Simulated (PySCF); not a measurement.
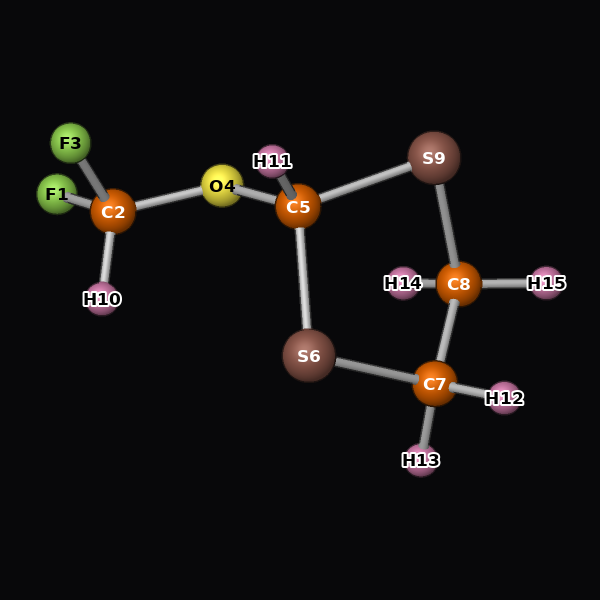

The questions are on isotropic NMR shieldings of the F atoms. The computed structure is the end point of a PBE0-D3(BJ)/def2-SVP optimisation. No frequency run is at hand to confirm it as a minimum. Level of theory: GIAO PBE0/pcSseg-1 NMR shielding, non-relativistic, IEF-PCM benzene (PySCF 2.14.0).

Give the isotropic NMR shieldings of the F atoms atom by atom.

```csv
atom,σ (ppm)
F1,290.0
F3,285.0
```
